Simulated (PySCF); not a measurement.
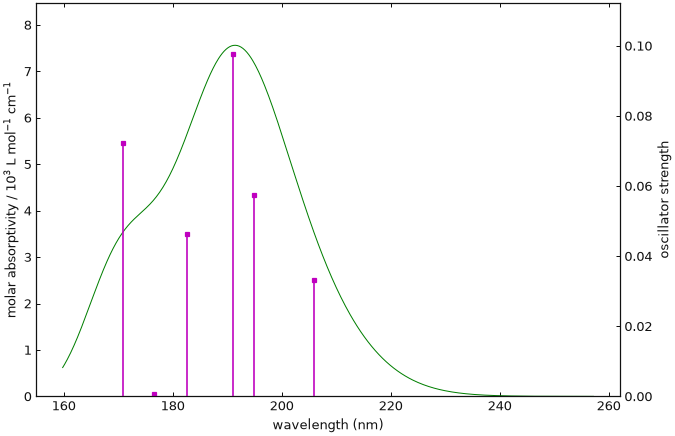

Computed absorption of CH₇F₂PSi₂, SMILES FC(F)[SiH2]P[SiH3]. Vertical TDDFT excitations, PBE0/def2-SVPD (IEF-PCM acetonitrile) with PySCF 2.14.0, at a PBE0-D3(BJ)/def2-SVP geometry (no frequency check). The lowest 6 singlet states are shown; each is broadened by a Gaussian of 1/e half-width 0.40 eV. Sticks give oscillator strengths (right axis).

### Does any vertical transition fall in the visible?

No singlet lies below 3.1 eV (beyond 400 nm), so at this level no vertical transition falls in the visible.

### Where is the lowest singlet, and is it bright?

S1 lies at 6.02 eV (206 nm) with f = 0.033, mainly HOMO → LUMO (92 %); it is weak.

### List the transitions behind the spectrum.

```tsv
state	E (eV)	λ (nm)	f	main character
S1	6.02	206	0.033	HOMO → LUMO (92 %)
S2	6.36	195	0.058	HOMO → LUMO+2 (92 %)
S3	6.49	191	0.098	HOMO → LUMO+1 (84 %)
S4	6.79	183	0.046	HOMO → LUMO+3 (94 %)
S5	7.02	176	0.001	HOMO → LUMO+4 (91 %)
S6	7.26	171	0.072	HOMO−1 → LUMO (74 %)
```

Note: one conformer of a flexible molecule; core orbitals are frozen in the response.
